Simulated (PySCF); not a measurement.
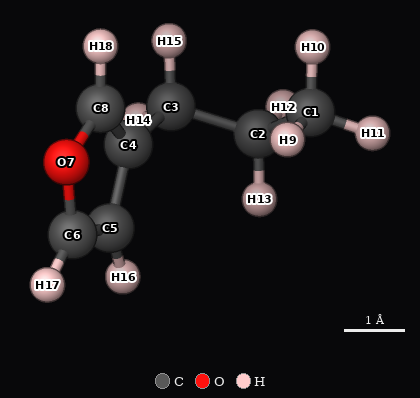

**Figure 1.** The structure as given in the input (ball-and-stick view, seen at a tilt; atoms are numbered from 1 in the order of the input). Bond lengths as drawn: C–C 1.36 to 1.53 Å, C–H 1.09 to 1.10 Å and C–O 1.35 Å.

## Two runs on C₇H₁₀O

System: C₇H₁₀O.
Method of run A: GIAO PBE0/pcSseg-1 NMR shielding, non-relativistic, gas phase (PySCF 2.14.0).

The geometry comes from this level: PBE0-D3(BJ)/def2-SVP. Text and figures count atoms from 1; the logs count them from 0 in places.

Input file, run A:
```
{"job": {"kind": "nmr", "xc": "PBE0", "basis": "pcSseg-1"}, "charge": 0, "multiplicity": 1}
C      1.993413     0.202634     0.912067
C      1.582395    -0.724470    -0.219264
C      0.475580    -0.151784    -1.109172
C     -0.806823     0.098002    -0.382384
C     -1.661978    -0.880060     0.232817
C     -2.693310    -0.189042     0.792684
O     -2.545129     1.131776     0.576771
C     -1.404547     1.298534    -0.126294
H      1.139612     0.432182     1.568392
H      2.376144     1.160261     0.522479
H      2.784875    -0.244545     1.532286
H      2.456737    -0.955116    -0.851070
H      1.246852    -1.690850     0.195878
H      0.288759    -0.847433    -1.944873
H      0.822202     0.790614    -1.565294
H     -1.523668    -1.959513     0.246716
H     -3.576203    -0.489287     1.351478
H     -1.140448     2.321936    -0.381669
```

The first line tells a small driver script what to run in PySCF; the rest is the geometry in Å.

Hardware: 1 CPU thread, shared host.

Output (run A):
```
coarse grid: 14888 points
cycle   1  E = -347.4001501596  dE =  1.200e+00  |g| = 4.890e-01  |ddm| = 3.811e+00
cycle   2  E = -347.3802637357  dE =  1.989e-02  |g| = 5.969e-01  |ddm| = 9.202e-01
cycle   3  E = -347.4567312302  dE = -7.647e-02  |g| = 6.894e-02  |ddm| = 4.769e-01
cycle   4  E = -347.4575291053  dE = -7.979e-04  |g| = 2.817e-02  |ddm| = 6.212e-02
cycle   5  E = -347.4576948666  dE = -1.658e-04  |g| = 5.742e-03  |ddm| = 2.418e-02
cycle   6  E = -347.4576998133  dE = -4.947e-06  |g| = 3.122e-03  |ddm| = 7.299e-03
final grid: 143384 points
cycle   7  E = -347.5163881979  dE = -1.065e-05  |g| = 1.597e-02  |ddm| = 3.453e-02
cycle   8  E = -347.5162708100  dE =  1.174e-04  |g| = 2.876e-02  |ddm| = 3.308e-02
cycle   9  E = -347.5164389457  dE = -1.681e-04  |g| = 2.747e-03  |ddm| = 2.303e-02
cycle  10  E = -347.5164408142  dE = -1.869e-06  |g| = 2.673e-04  |ddm| = 2.403e-03
cycle  11  E = -347.5164408259  dE = -1.171e-08  |g| = 1.372e-04  |ddm| = 3.325e-04
cycle  12  E = -347.5164408303  dE = -4.366e-09  |g| = 2.916e-05  |ddm| = 1.407e-04
cycle  13  E = -347.5164408304  dE = -1.808e-10  |g| = 1.116e-05  |ddm| = 3.407e-05
converged SCF energy = -347.5164408304

GIAO shielding tensors (ppm)
atom      isotropic    diamagn.    paramagn.     s11        s22        s33       span
  0 C      170.711     247.217     -76.506    157.848    170.464    183.823     25.975
  1 C      158.934     247.136     -88.202    152.971    155.414    168.416     15.446
  2 C      155.915     243.845     -87.930    143.029    155.322    169.395     26.366
  3 C       54.557     258.662    -204.105    -23.610     36.817    150.462    174.072
  4 C       68.737     250.411    -181.674    -18.178     67.856    156.533    174.710
  5 C       37.137     255.105    -217.968    -41.044     45.821    106.634    147.678
  6 O       34.253     398.369    -364.116   -105.669    -41.779    250.206    355.875
  7 C       40.067     254.128    -214.062    -36.784     55.740    101.244    138.027
  8 H       30.408      30.837      -0.429     25.256     31.823     34.147      8.890
  9 H       30.794      29.802       0.992     26.931     28.296     37.154     10.222
 10 H       30.330      28.064       2.266     25.734     27.397     37.858     12.124
 11 H       29.726      29.577       0.148     25.010     27.755     36.413     11.403
 12 H       29.805      31.361      -1.556     25.244     28.788     35.383     10.138
 13 H       28.541      29.597      -1.056     24.038     26.922     34.663     10.624
 14 H       29.181      31.088      -1.907     24.581     28.525     34.438      9.856
 15 H       24.835      31.818      -6.983     22.561     24.539     27.405      4.844
 16 H       23.887      29.211      -5.324     21.040     24.755     25.867      4.827
 17 H       24.050      32.059      -8.009     21.143     24.362     26.645      5.502
```

The input of run B differs as follows (lines with − go, lines with + come):
```diff
-"xc": "PBE0"
+"xc": "KT3"
+"pop": false
```

What does this change do to the results?

The total energies belong to different methods, so their difference says nothing on which is more stable or more accurate. The HOMO goes from −6.51 to −5.43 eV. The LUMO goes from 0.43 to −0.48 eV. The dipole moment goes from 0.88 to 0.78 D. Of all shieldings, the largest change is that of C6, by +10.1 ppm. The functional changes from PBE0 to KT3. Exact exchange removes part of the self-interaction error of semilocal functionals, which pushes filled and empty levels apart. The SCF takes 16 iterations against 13.

Output (run B):
```
coarse grid: 14888 points
cycle   1  E = -353.2564462818  dE =  9.599e-01  |g| = 6.622e-01  |ddm| = 3.897e+00
cycle   2  E = -353.1035465534  dE =  1.529e-01  |g| = 1.055e+00  |ddm| = 1.613e+00
cycle   3  E = -353.3627361872  dE = -2.592e-01  |g| = 1.410e-01  |ddm| = 1.021e+00
cycle   4  E = -353.3662682637  dE = -3.532e-03  |g| = 5.851e-02  |ddm| = 1.414e-01
cycle   5  E = -353.3668412970  dE = -5.730e-04  |g| = 2.554e-02  |ddm| = 6.879e-02
cycle   6  E = -353.3669935244  dE = -1.522e-04  |g| = 8.374e-03  |ddm| = 3.146e-02
cycle   7  E = -353.3670112867  dE = -1.776e-05  |g| = 1.767e-03  |ddm| = 8.858e-03
cycle   8  E = -353.3670120383  dE = -7.516e-07  |g| = 4.819e-04  |ddm| = 2.250e-03
final grid: 143384 points
cycle   9  E = -353.3984781546  dE = -2.301e-04  |g| = 1.508e-02  |ddm| = 7.507e-02
cycle  10  E = -353.3983185656  dE =  1.596e-04  |g| = 3.236e-02  |ddm| = 3.111e-02
cycle  11  E = -353.3985111704  dE = -1.926e-04  |g| = 4.706e-03  |ddm| = 2.547e-02
cycle  12  E = -353.3985168296  dE = -5.659e-06  |g| = 1.217e-03  |ddm| = 5.681e-03
cycle  13  E = -353.3985171723  dE = -3.428e-07  |g| = 3.115e-04  |ddm| = 1.161e-03
cycle  14  E = -353.3985171977  dE = -2.532e-08  |g| = 6.424e-05  |ddm| = 3.961e-04
cycle  15  E = -353.3985171984  dE = -7.116e-10  |g| = 3.778e-05  |ddm| = 9.600e-05
cycle  16  E = -353.3985171987  dE = -3.815e-10  |g| = 7.075e-06  |ddm| = 3.830e-05
converged SCF energy = -353.3985171987

GIAO shielding tensors (ppm)
atom      isotropic    diamagn.    paramagn.     s11        s22        s33       span
  0 C      167.543     247.310     -79.767    154.504    166.638    181.486     26.983
  1 C      154.605     247.775     -93.170    149.194    150.502    164.119     14.925
  2 C      152.412     246.160     -93.748    139.173    151.705    166.357     27.185
  3 C       63.208     257.860    -194.652     -3.778     45.338    148.065    151.843
  4 C       77.400     248.729    -171.329     -0.361     77.409    155.151    155.512
  5 C       47.256     254.522    -207.266    -20.205     55.623    106.349    126.553
  6 O       41.585     397.612    -356.028    -90.984    -24.927    240.666    331.650
  7 C       49.585     253.532    -203.947    -17.736     64.650    101.842    119.578
  8 H       30.409      31.547      -1.137     25.533     31.908     33.787      8.254
  9 H       30.849      30.111       0.738     27.208     28.510     36.830      9.622
 10 H       30.372      27.989       2.383     26.069     27.650     37.398     11.329
 11 H       29.715      29.443       0.272     25.341     27.889     35.916     10.575
 12 H       29.793      31.885      -2.091     25.453     28.944     34.983      9.529
 13 H       28.492      29.773      -1.281     24.169     27.069     34.237     10.068
 14 H       29.205      31.598      -2.392     24.799     28.701     34.117      9.318
 15 H       25.085      32.944      -7.859     22.947     24.863     27.445      4.498
 16 H       24.039      29.717      -5.678     21.401     24.681     26.033      4.632
 17 H       24.197      32.889      -8.692     21.558     24.621     26.412      4.854
```

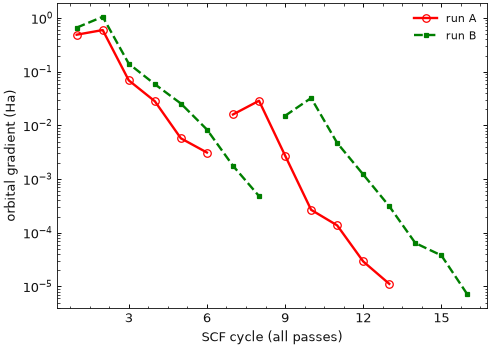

**Figure 2.** Convergence of the two runs: orbital gradient against the SCF cycle. A break in a curve parts two SCF passes (coarse and final grid). Run A takes 13 cycles in all, and run B takes 16.

The two runs side by side:

| quantity | run A | run B |
| --- | --- | --- |
| outcome | converged | converged |
| total energy (hartree) | −347.516441 | −353.398517 |
| HOMO (eV) | −6.51 | −5.43 |
| LUMO (eV) | 0.43 | −0.48 |
| dipole moment (D) | 0.88 | 0.78 |
| shielding of C2 (ppm) | 158.9 | 154.6 |
| shielding of C3 (ppm) | 155.9 | 152.4 |
| shielding of C4 (ppm) | 54.6 | 63.2 |
| shielding of C5 (ppm) | 68.7 | 77.4 |
| shielding of C6 (ppm) | 37.1 | 47.3 |
| shielding of O7 (ppm) | 34.3 | 41.6 |
| shielding of C8 (ppm) | 40.1 | 49.6 |
| SCF iterations | 13 | 16 |
| basis functions | 186 | 186 |
| wall time (shared host) | 25 s | 40 s |
